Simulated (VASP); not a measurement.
Band structure of Te (trig). Computed with revTPSS meta-GGA, VASP's PBE PAW potentials (set 64) (plane waves; VASP).

Unless said otherwise, spin-orbit coupling is left out, though it shifts the bands of the heavy elements here.

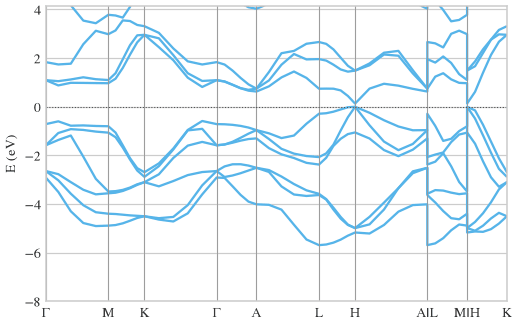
Figure. Bands along high-symmetry lines, zero at the valence-band maximum or, without a gap, the Fermi level

Problem. Read the plot: is there a gap, and where are the band edges?

Solution. The gap is direct, 0.13 eV, from the valence maximum at H to the conduction minimum at H.

The compound is Te in the trig structure. It was relaxed first.
